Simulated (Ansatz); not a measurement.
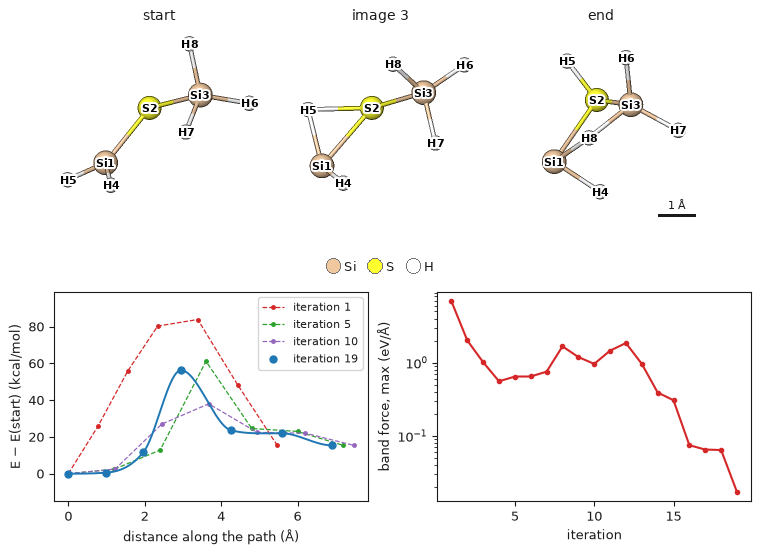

A nudged-elastic-band calculation for Si$_{2}$H$_{5}$S (charge +1). Images are numbered from 0 (start) to 6 (end). The plot follows the band through its iterations. The picture is a ball-and-stick view, seen from a free direction.

Method: RKS PBE0-D4/def2-SVPD in Ansatz 0.2.0. Run with 5 movable images; climbing image; force threshold 0.05 eV/Å; iteration limit 60; starting path through a guess of the saddle point.

Did the band converge, and can the barrier be trusted?

The result is final at these settings. The band converged in 19 iterations. The largest component of the band force went from 6.9 to 0.017 eV/Å. The climbing image converged on the top of the path. Its vibrational analysis gives one imaginary mode (1180i cm⁻¹), as a transition state must have. The first iteration put the highest image at 83.9 kcal/mol. The highest point, image 3, lies 56.3 kcal/mol above the start and 40.8 kcal/mol above the end; the end is at +15.4 kcal/mol relative to the start.

The run took 3.3 min on 2 threads of Arm Neoverse V2, with other jobs on the host, peak memory 0.25 GiB.
